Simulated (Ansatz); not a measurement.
```
Ca Pt S
1.0
     4.44340    0.00000    0.00000
     0.00000    4.44340    0.00000
     0.00000    0.00000    5.71993
Ca Pt S
1 1 3
Direct
  0.50000 0.50000 0.38706
  0.00000 0.00000 0.93186
  0.00000 0.50000 0.06380
  0.50000 0.00000 0.06380
  0.00000 0.00000 0.52245
```

Space group P4mm; a structure generated by program, which may or may not match a known phase.

Method: Ansatz 0.2.0, DFT PBE, scalar-relativistic, plane waves, PAW.

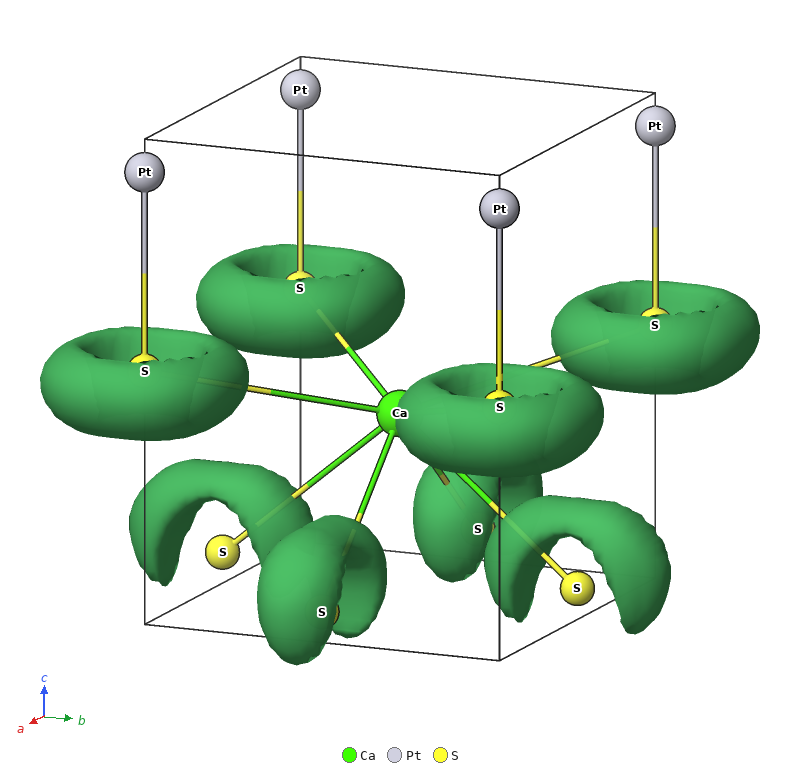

CaPtS3. Isosurface of the ELF at 0.85 (green), seen slightly off an axis. Only the valence region is drawn (cores and ρ < 0.01 e/Å³ removed). Sticks mark near contacts.

Core electrons are frozen (PAW), and the valence fields are smoothed inside the atomic spheres.

Describe the localisation domains.

The ELF exceeds this value in three regions wrapped around S (the valence shell of each), counted in one cell of 5 atoms. Regions shared between cells count once. Along the contacts the grid gives the following. Pt–S (2.34 Å): the ELF peaks at about 0.75 in the valence shell of S, 0.8 Å from its nucleus, and is about 0.45 at the midpoint. Ca–S (2.89 Å): the ELF peaks at about 0.95 in the valence shell of S, 0.9 Å from its nucleus, and is about 0.35 at the midpoint.
